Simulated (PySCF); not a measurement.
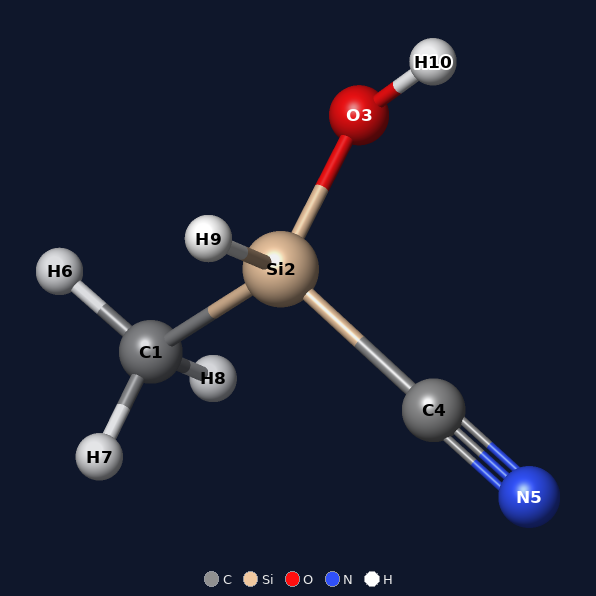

Computed geometry: PBE0-D3(BJ)/def2-SVP optimisation. No frequency run is at hand to confirm it as a minimum. Level of theory: delta-SCF UKS SCAN, pcX-2 on the ionised atom, pcseg-1 elsewhere, spin-free X2C (PySCF 2.14.0).

Give the core-electron binding energies (to vacuum; p and d levels without spin–orbit splitting) of C1 1s, Si2 1s, Si2 2p, O3 1s, C4 1s, N5 1s.

| atom | level | binding energy (eV) |
| --- | --- | --- |
| C1 | 1s | 290.9 |
| Si2 | 1s | 1848.3 |
| Si2 | 2p | 108.4 |
| O3 | 1s | 539.2 |
| C4 | 1s | 291.8 |
| N5 | 1s | 405.3 |
